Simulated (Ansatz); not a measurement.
**Cu2O, pressure series**

The reference is Cu2O (space group Pn-3m, No. 224; a = 4.298 Å).

Cell and atoms are relaxed at each pressure.

The values are results of Kohn–Sham DFT with the PBE functional, run in Ansatz (a program for electronic structure) with PAW and 420 eV plane waves, no spin-orbit coupling, not measurements.

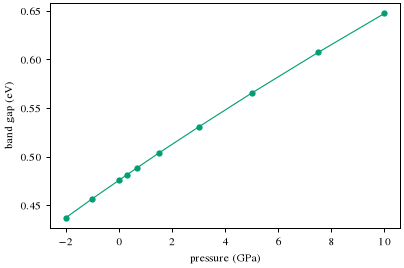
Figure. Band gap against pressure

```json
[
 {"pressure (GPa)": "-2", "band gap": "0.44 eV"},
 {"pressure (GPa)": "-1", "band gap": "0.46 eV"},
 {"pressure (GPa)": "0.3", "band gap": "0.48 eV"},
 {"pressure (GPa)": "0.7", "band gap": "0.49 eV"},
 {"pressure (GPa)": "1.5", "band gap": "0.50 eV"},
 {"pressure (GPa)": "3", "band gap": "0.53 eV"},
 {"pressure (GPa)": "5", "band gap": "0.57 eV"},
 {"pressure (GPa)": "7.5", "band gap": "0.61 eV"},
 {"pressure (GPa)": "10", "band gap": "0.65 eV"}
]
```

Load acts through the strain it causes; cell and atoms are relaxed under it. Whether these cells are dynamically stable was not tested. Competing high-pressure phases were not computed. No Hubbard U is applied. The final runs are not spin-polarised.
